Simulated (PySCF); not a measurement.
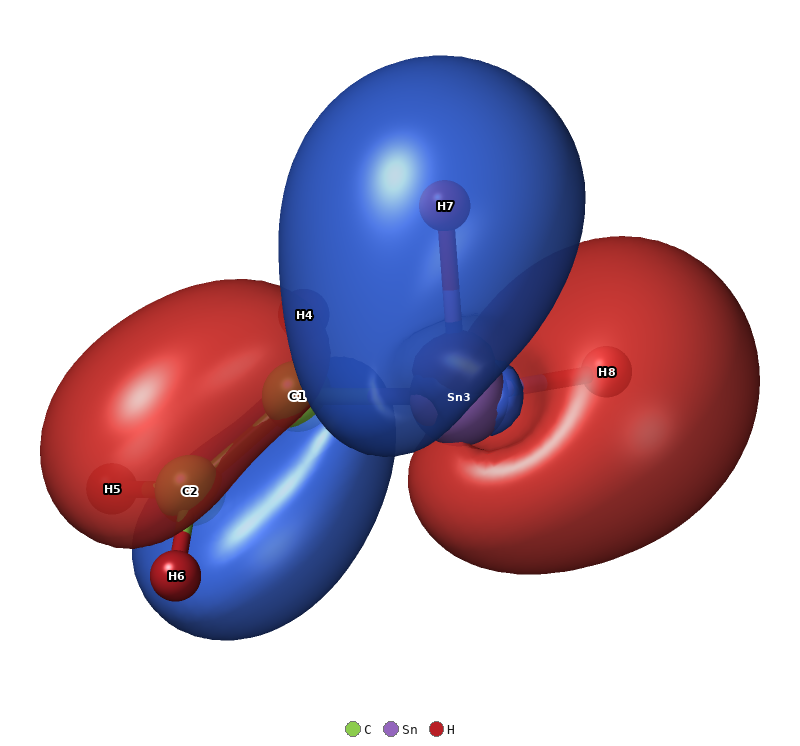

C$_{2}$H$_{5}$Sn (SMILES C=[CH][SnH2-]) (charge −1). The HOMO−1 at ±0.06 Å⁻³ᐟ² (red and blue are the two phases), seen at an oblique angle.

Geometry: PBE0-D3(BJ)/def2-SVPD; core potentials replace the inner electrons of Sn.

All numbers below come from Gaussian-basis quantum chemistry of an isolated molecule with PySCF, energy and nuclear gradient, functional PBE0 (PySCF).

```xyz
8

C     0.4790    0.5616    0.8254
C    -0.8507    0.6554    0.6866
Sn    1.7295   -1.0605   -0.0895
H     0.9594    1.3450    1.4328
H    -1.4501    1.4585    1.1426
H    -1.4169   -0.0798    0.0991
H     2.6561   -1.3249    1.4394
H     2.9760    0.1119   -0.6708
```

> What is the character of this orbital?

Its weight (Hirshfeld) is mainly on Sn3 (about 30 %), H7 (about 20 %), H8 (about 20 %), C2 (about 15 %) and C1 (about 10 %). Its energy is −2.49 eV.
